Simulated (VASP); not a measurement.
Band structure of BAs (zinc blende). Calculation: revTPSS meta-GGA, VASP's PBE PAW potentials (set 64) (plane waves; VASP 6.6.1).

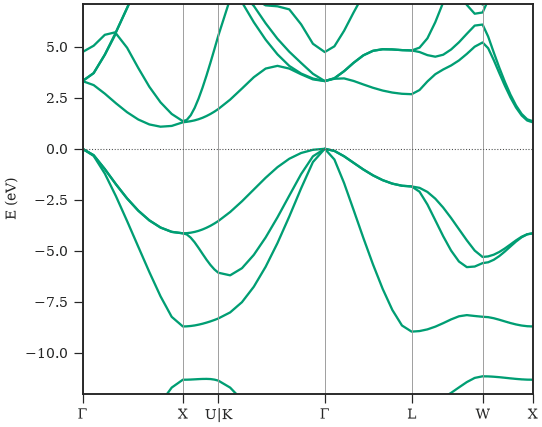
Figure. Bands along high-symmetry lines, zero at the valence-band maximum or, without a gap, the Fermi level

Q: Read the plot: is there a gap, and where are the band edges?

A: The gap is indirect, 1.08 eV, from the valence maximum at Γ to the conduction minimum at Γ-X at 0.78.

Measured: gap 1.82 eV (computed value off by -0.74 eV), as given by Wikipedia, List of semiconductor materials.

The compound is BAs in the zinc blende structure. It was relaxed first.
